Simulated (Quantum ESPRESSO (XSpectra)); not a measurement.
## Si K-edge X-ray absorption spectrum (XANES) of SiO2 (P2₁2₁2₁)

```
O2Si
1.0
    6.87585     0.00000     0.00000
    0.00000     7.01170     0.00000
    0.00000     0.00000     7.01261
Si O
8 16
Direct
  0.75069   0.74359   0.69514
  0.74931   0.25641   0.19514
  0.25069   0.75641   0.30486
  0.24931   0.24359   0.80486
  0.00766   0.55508   0.99558
  0.49234   0.44492   0.49558
  0.50766   0.94492   0.00442
  0.99234   0.05508   0.50442
  0.05868   0.18004   0.68630
  0.44132   0.81996   0.18630
  0.55868   0.31996   0.31370
  0.94132   0.68004   0.81370
  0.57535   0.80375   0.83568
  0.92465   0.19625   0.33568
  0.07535   0.69625   0.16432
  0.42465   0.30375   0.66432
  0.68967   0.07914   0.06047
  0.81033   0.92086   0.56047
  0.18967   0.42086   0.93953
  0.31033   0.57914   0.43953
  0.17688   0.93034   0.43622
  0.32312   0.06966   0.93622
  0.67688   0.56966   0.56378
  0.82312   0.43034   0.06378
```

Geometry: Materials Project entry mp-556961 (a computed structure). The cell is the entry's, not relaxed again.

Absorber: atom 5, Si on Wyckoff site a (site symmetry 1), with 4 O at 1.61 Å.

Model: LDA, full core hole, dipole K-edge X-ray absorption, plane waves, Troullier-Martins potentials made with ld1.x, scalar-relativistic, no spin, constant broadening; program: Quantum ESPRESSO (XSpectra).

48-atom cell (absorber images 7.0 Å apart), 70 Ry, k meshes 2×2×2 (SCF) and 3×2×2 (spectrum), Lorentzian half width 0.7 eV. The ground-state test found a gap, so occupations are fixed and the excited electron is left out (charged cell on a uniform background); energies count from the highest occupied level. Field directions run: x; y; z, weighted by the site's symmetry in the crystal. Intensities are scaled to a mean of 1 over 0–35 eV.

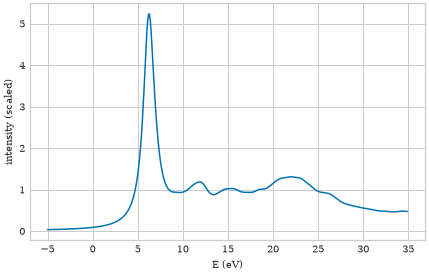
Figure. The computed spectrum

The absolute edge energy is not computed.
